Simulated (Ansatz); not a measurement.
The parent structure is SrTiO3 in the cubic perovskite structure (space group Pm-3m, No. 221; a = 3.9075 Å).

Perturbation: hydrostatic tension (pressure −2 GPa).

Computed with r2SCAN/PAW in Ansatz (a program for electronic structure), spin-orbit coupling left out, earlier PAW set.

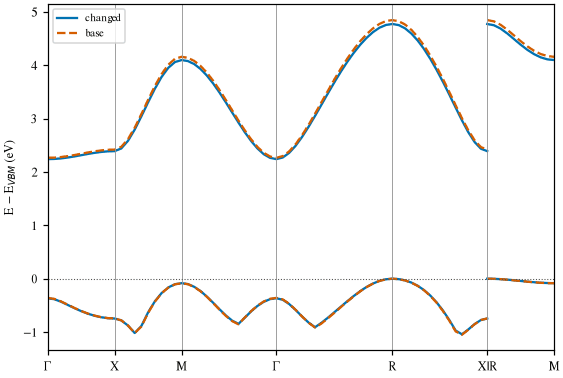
Highest valence and lowest conduction band along the path, each from its own valence-band maximum

The gap is 2.24 eV, indirect, R → Γ; the base has 2.27 eV.

Load acts through the strain it causes; cell and atoms are relaxed under it. Stability against distortions was not tested. The final runs are not spin-polarised. Many cubic perovskites are stable only at high temperature; tilts and polar distortions were not tested.
